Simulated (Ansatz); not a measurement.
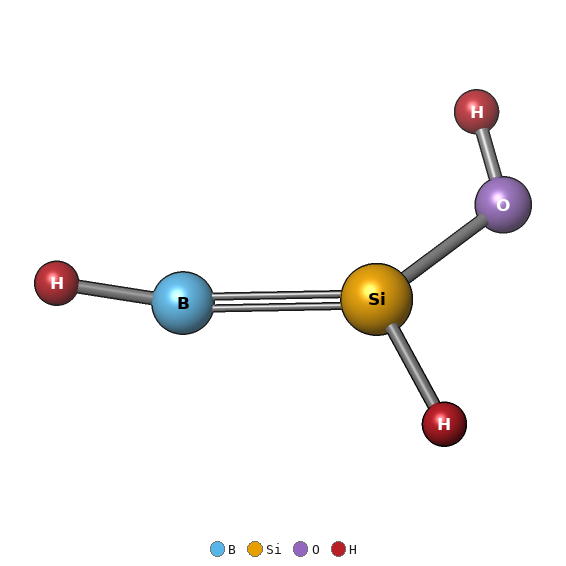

Ball-and-stick drawing of a structure. Double and triple bonds are drawn as two and three sticks.

The computed structure is the end point of a PBE0-D4/def2-TZVP optimisation. No frequency run is at hand to confirm it as a minimum.

Count the atoms of each element.

BH3OSi, 6 atoms: 1 boron, 3 hydrogen, 1 oxygen and 1 silicon.

Name functional groups in it.

Among them: Si–H bond, Si–O bond, B–H bond.

Write the SMILES.

[H]/B=[SiH]/O

More results for the same structure follow; atom numbers are the same in all pictures, views and colours differ.

### Geometry

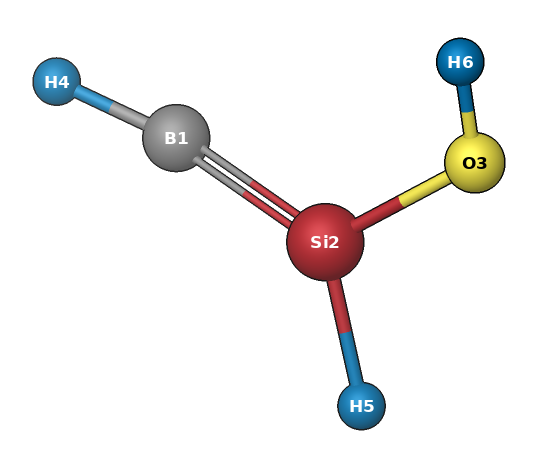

The atoms are numbered. No frequency run is at hand to confirm it as a minimum.

What is the geometry at O3?

O3 has 2 neighbours (Si2 at 1.65, H6 at 0.96 Å); the arrangement is bent.

Which bond is the longest?

B1–Si2, 1.840 Å.

### Electronic properties

No frequency run is at hand to confirm it as a minimum. Level of theory: RKS PBE0-D4/def2-TZVPP (Ansatz 0.2.0).

Estimate the HOMO energy (Kohn–Sham orbital).

−5.51 eV.

Give the LUMO energy (Kohn–Sham orbital) at this level.

−2.97 eV.

### Charges

The questions are on Mulliken charges. No frequency run is at hand to confirm it as a minimum. Method: RKS PBE0-D4/def2-TZVP (Ansatz 0.2.0).

Which atom carries the highest charge (most positive or least negative)?

H6 (0.33 e).

And the lowest?

O3 (−0.50 e).

Give the Mulliken charges atom by atom.

```tsv
atom	value (e)
B1	−0.12
Si2	0.18
O3	−0.50
H4	0.09
H5	0.02
H6	0.33
```

### Dipole moment

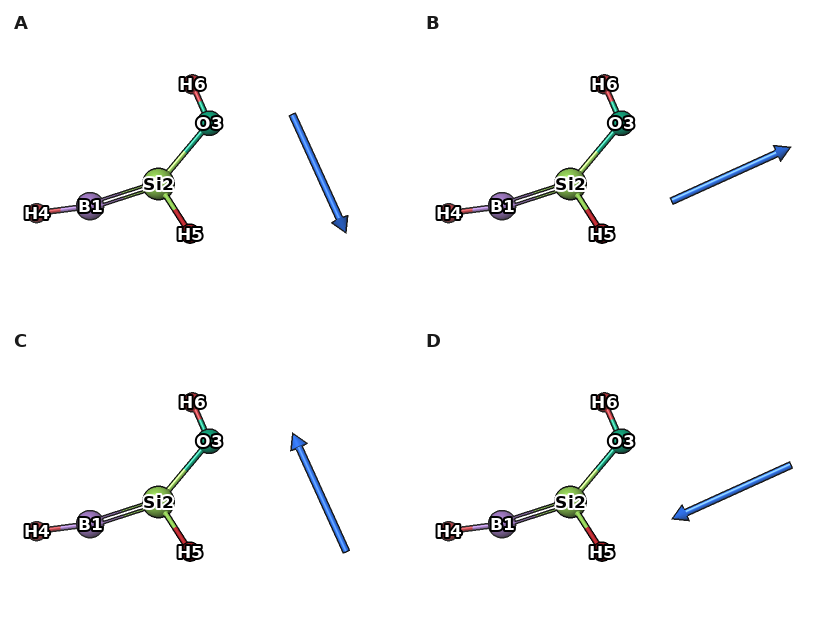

The same molecule four times, each with an arrow. No frequency run is at hand to confirm it as a minimum. Level of theory: RKS PBE0-D4/def2-TZVP (Ansatz 0.2.0).

Which arrow points along the dipole moment, from the negative to the positive end?

C. The dipole moment is 1.34 D; it points from the side of H5 to the side of H6 (the outermost atoms at the two ends).

Mulliken values depend strongly on the basis set and can even reverse the polarity of a bond.
